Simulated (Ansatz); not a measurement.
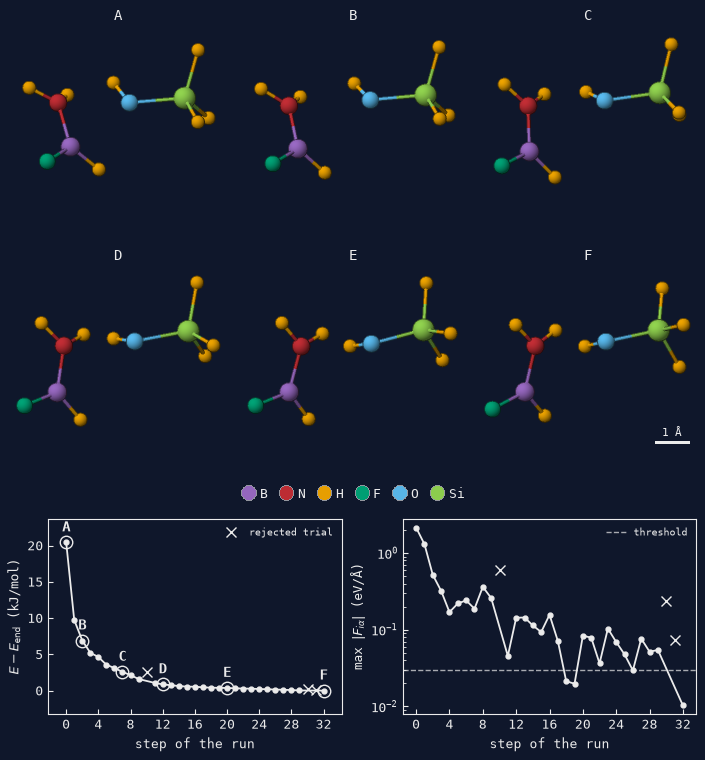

Frames of a relaxation of BSiNH$_{7}$OF, marked on the history of the run. A ball-and-stick model, seen at a tilt.

The run prepares an end point of a later path (reaction) calculation, from a guessed geometry.

Theory: Ansatz 0.2.0, RHF/6-31G*. Settings: no spin polarisation; force threshold 0.03 eV/Å; at most 50 steps.

Question: What happens along the run?

Answer: Over 29 accepted moves (32 points after the start) the energy falls by 20.4 kJ/mol. Largest force component: 2.1 eV/Å at the start, 0.01 eV/Å at the end. The line search rejected the trial steps at points 10, 30, 31 of the run. The forces were under the threshold at step 18, but the run went on from there. The largest move after the best rigid fit is that of an H atom, 1.20 Å. By element the largest moves are H 1.20 Å, F 1.10 Å, B 0.70 Å, O 0.63 Å, N 0.32 Å, Si 0.26 Å. Some distances before and after: B–N 1.478 → 1.403 Å, H–O 0.971 → 0.950 Å, O–Si 1.647 → 1.641 Å. Cost: 97 s on 1 thread of Arm Neoverse V1, with other jobs on the host, peak memory 0.17 GiB. From step 0 to 2: the F atom moves most (0.33 Å), energy −13.5 kJ/mol. From step 2 to 7: an H atom moves most (0.32 Å), energy −4.33 kJ/mol. From step 7 to 12: an H atom moves most (0.32 Å), energy −1.72 kJ/mol. From step 12 to 20: an H atom moves most (0.37 Å), energy −0.50 kJ/mol. From step 20 to 32: H atoms move most (0.32 Å), energy −0.37 kJ/mol.

```json
{"step": "0", "E − E(0), kJ/mol": "0.00", "largest force component, eV/Å": "2.1452", "note": ""}
{"step": "1", "E − E(0), kJ/mol": "-10.70", "largest force component, eV/Å": "1.3041", "note": ""}
{"step": "2", "E − E(0), kJ/mol": "-13.52", "largest force component, eV/Å": "0.5185", "note": ""}
{"step": "3", "E − E(0), kJ/mol": "-15.21", "largest force component, eV/Å": "0.3212", "note": ""}
{"step": "4", "E − E(0), kJ/mol": "-15.79", "largest force component, eV/Å": "0.1697", "note": ""}
{"step": "5", "E − E(0), kJ/mol": "-16.86", "largest force component, eV/Å": "0.2201", "note": ""}
{"step": "6", "E − E(0), kJ/mol": "-17.31", "largest force component, eV/Å": "0.2416", "note": ""}
{"step": "7", "E − E(0), kJ/mol": "-17.84", "largest force component, eV/Å": "0.1880", "note": ""}
{"step": "8", "E − E(0), kJ/mol": "-18.28", "largest force component, eV/Å": "0.3629", "note": ""}
{"step": "9", "E − E(0), kJ/mol": "-18.82", "largest force component, eV/Å": "0.2593", "note": ""}
{"step": "10", "E − E(0), kJ/mol": "-17.86", "largest force component, eV/Å": "0.5990", "note": "rejected"}
{"step": "11", "E − E(0), kJ/mol": "-19.36", "largest force component, eV/Å": "0.0456", "note": ""}
{"step": "12", "E − E(0), kJ/mol": "-19.56", "largest force component, eV/Å": "0.1434", "note": ""}
{"step": "13", "E − E(0), kJ/mol": "-19.68", "largest force component, eV/Å": "0.1445", "note": ""}
{"step": "15", "E − E(0), kJ/mol": "-19.87", "largest force component, eV/Å": "0.0935", "note": ""}
{"step": "16", "E − E(0), kJ/mol": "-19.88", "largest force component, eV/Å": "0.1569", "note": ""}
{"step": "17", "E − E(0), kJ/mol": "-19.97", "largest force component, eV/Å": "0.0714", "note": ""}
{"step": "18", "E − E(0), kJ/mol": "-20.01", "largest force component, eV/Å": "0.0214", "note": ""}
{"step": "19", "E − E(0), kJ/mol": "-20.05", "largest force component, eV/Å": "0.0198", "note": ""}
{"step": "20", "E − E(0), kJ/mol": "-20.06", "largest force component, eV/Å": "0.0836", "note": ""}
{"step": "22", "E − E(0), kJ/mol": "-20.14", "largest force component, eV/Å": "0.0365", "note": ""}
{"step": "23", "E − E(0), kJ/mol": "-20.16", "largest force component, eV/Å": "0.1034", "note": ""}
{"step": "24", "E − E(0), kJ/mol": "-20.20", "largest force component, eV/Å": "0.0691", "note": ""}
{"step": "25", "E − E(0), kJ/mol": "-20.23", "largest force component, eV/Å": "0.0477", "note": ""}
{"step": "26", "E − E(0), kJ/mol": "-20.28", "largest force component, eV/Å": "0.0295", "note": ""}
{"step": "27", "E − E(0), kJ/mol": "-20.31", "largest force component, eV/Å": "0.0767", "note": ""}
{"step": "29", "E − E(0), kJ/mol": "-20.40", "largest force component, eV/Å": "0.0545", "note": ""}
{"step": "30", "E − E(0), kJ/mol": "-20.21", "largest force component, eV/Å": "0.2346", "note": "rejected"}
{"step": "31", "E − E(0), kJ/mol": "-20.38", "largest force component, eV/Å": "0.0735", "note": "rejected"}
{"step": "32", "E − E(0), kJ/mol": "-20.42", "largest force component, eV/Å": "0.0103", "note": ""}
```

Limits of the set-up: the start holds two separate molecules, 2.3 Å apart at their closest, whose relative position is a soft coordinate and is computed without a dispersion correction; Hartree-Fock leaves out electron correlation.
